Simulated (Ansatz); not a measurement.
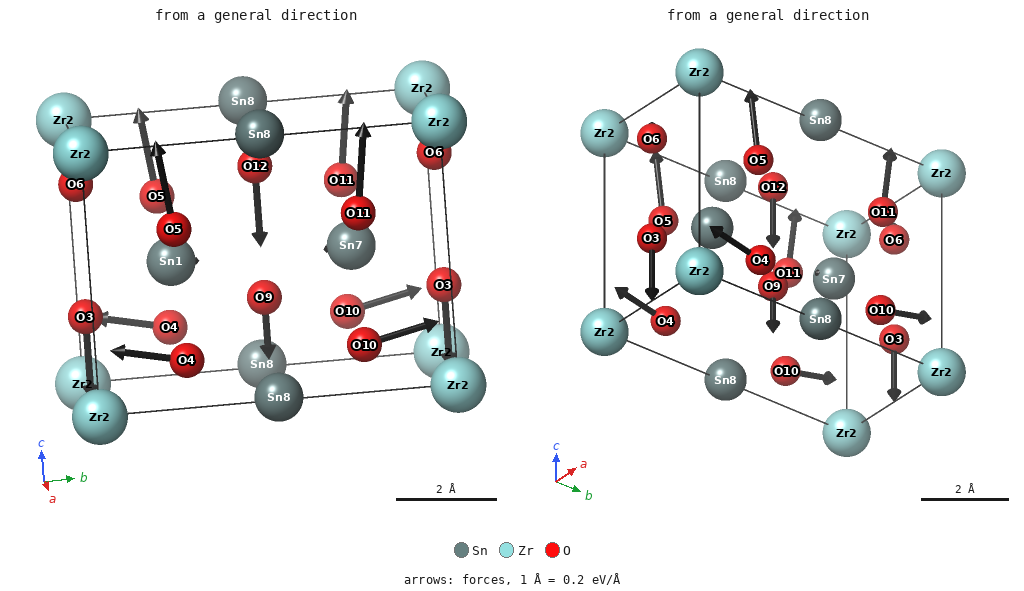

Structure drawing (spheres-only), viewed from two general directions. The wireframe shows the simulation cell. The arrows are the computed forces on the atoms.

System: ZrSn₃O₈. The numbers come from DFT, PBE, plane waves, PAW in Ansatz 0.2.0, using an energy cutoff of 420 eV, an 8×4×6 grid in reciprocal space, Fermi-Dirac smearing of 0.02 eV, no spin polarisation.

Question: Would an optimiser stop at this geometry?

Answer: No. The atoms still feel forces of up to about 0.31 eV/Å, far above a usual threshold of 0.01 to 0.03 eV/Å.

The model was built from a structure type filled with these elements by a generator (whether the compound takes this form wasn't checked). Earlier steps of the study, as a rule a relaxation of our own, may have changed the cell and positions, so they can lie some per cent off the listed ones. It went into a calculation with Ansatz.
